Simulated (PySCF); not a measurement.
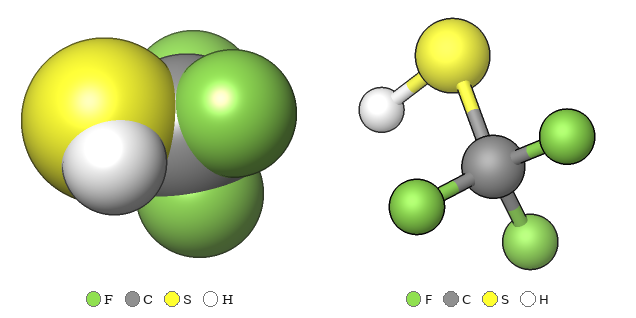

Both panels show the same species.

Description:

Formula CHF₃S. Its SMILES string is `FC(F)(F)S`. It has no ring. Among its groups: thiol, C–F bond. This geometry has Cs symmetry. Coordination: 1 C tetrahedral; 1 S bent.

The parts below concern this one geometry. Atoms keep their numbers from picture to picture. Computed geometry: PBE0-D3(BJ)/def2-SVP optimisation. No frequency run is at hand to confirm it as a minimum.

NMR shielding

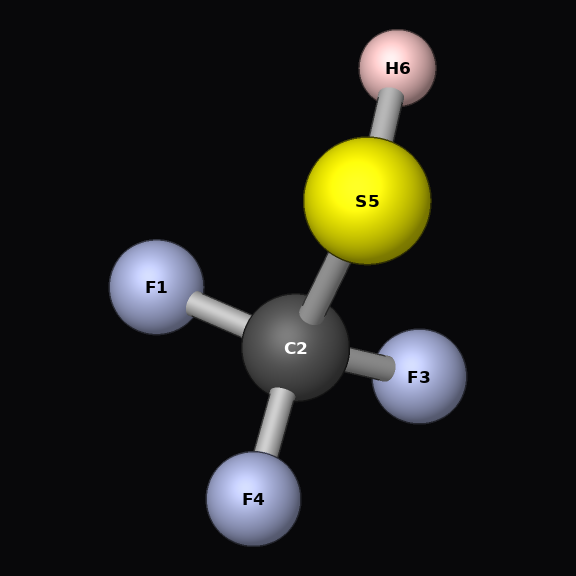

No frequency run is at hand to confirm it as a minimum. Method: GIAO PBE0/6-31G NMR shielding, non-relativistic, gas phase (PySCF 2.14.0). Principal shieldings σ11 ≤ σ22 ≤ σ33, span Ω = σ33 − σ11, skew κ = 3(σiso − σ22)/Ω.

Give the shielding tensors of the C atoms.

```json
{"atom": "C2", "σ11": "44.7", "σ22": "66.7", "σ33": "71.2", "σiso": "60.9", "Ω": "26.5", "κ": "−0.66"}
```

Shieldings and span in ppm.

Charges

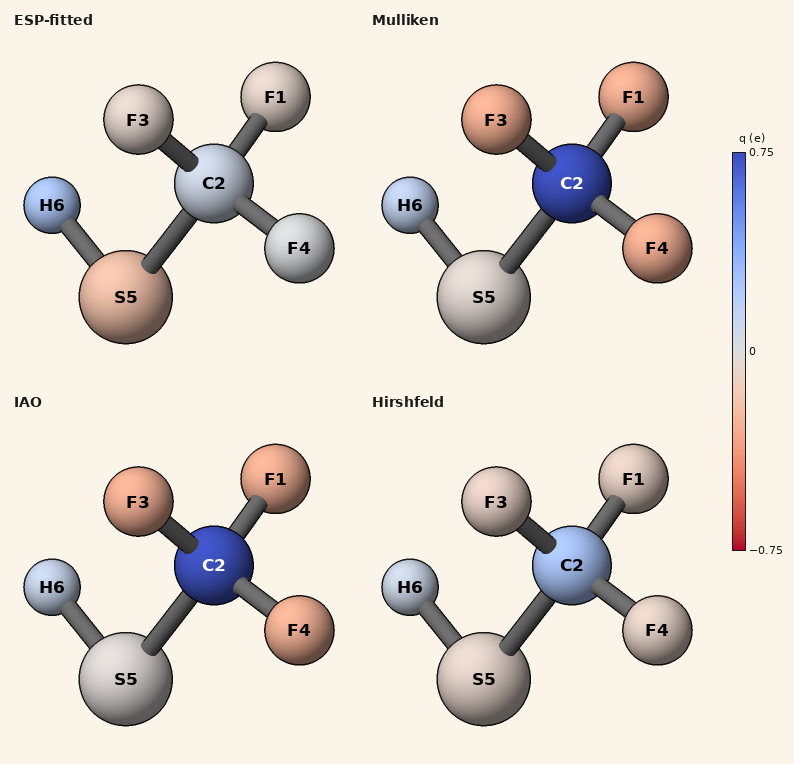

Atomic charges of one calculation by 4 schemes, on one colour scale. No frequency run is at hand to confirm it as a minimum. Method: PBE0/6-31G* (PySCF 2.14.0).

On which atom do the schemes disagree most?

On C2 (from 0.07 to 0.73 e).

List the charges (e), one line for each set of equivalent atoms.

| atom | ESP-fitted | Mulliken | IAO | Hirshfeld |
| --- | --- | --- | --- | --- |
| F1, F3 | −0.06 | −0.27 | −0.27 | −0.09 |
| C2 | 0.07 | 0.73 | 0.72 | 0.24 |
| F4 | 0.01 | −0.27 | −0.26 | −0.08 |
| S5 | −0.18 | −0.04 | −0.02 | −0.06 |
| H6 | 0.22 | 0.13 | 0.10 | 0.07 |

Electronic properties

No frequency run is at hand to confirm it as a minimum. Method: B97-2/pcSseg-2, gas phase (PySCF 2.14.0).

Estimate the HOMO–LUMO gap.

7.41 eV.

Estimate the HOMO energy (Kohn–Sham orbital).

−7.98 eV.

Estimate the dipole moment.

1.41 D.

Quadrupole coupling

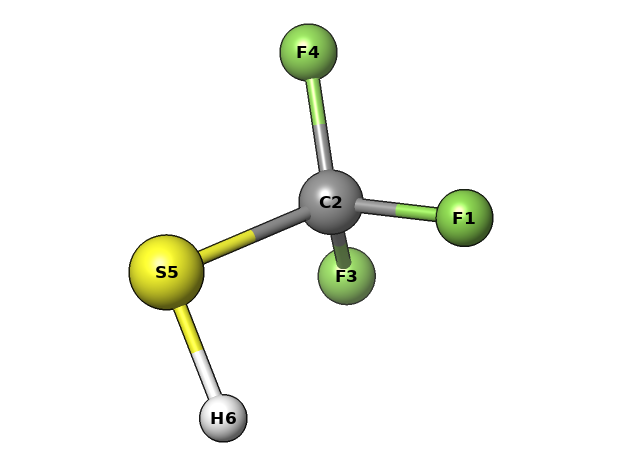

No frequency run is at hand to confirm it as a minimum. Electric field gradients from the ground-state density, PBE0/6-31G (PySCF 2.14.0), non-relativistic apart from any core potentials.

Give the largest field-gradient component, the quadrupole coupling constant and the asymmetry for 33S at S5 (Q = −67.81 mb), 2H at H6 (Q = 2.86 mb).

```json
{"atom": "S5", "V_zz (a.u.)": "−2.965", "e²qQ/h (MHz)": "47.2", "η": "0.58"}
{"atom": "H6", "V_zz (a.u.)": "0.272", "e²qQ/h (MHz)": "0.183", "η": "0.14"}
```

Mulliken values depend strongly on the basis set and can even reverse the polarity of a bond.
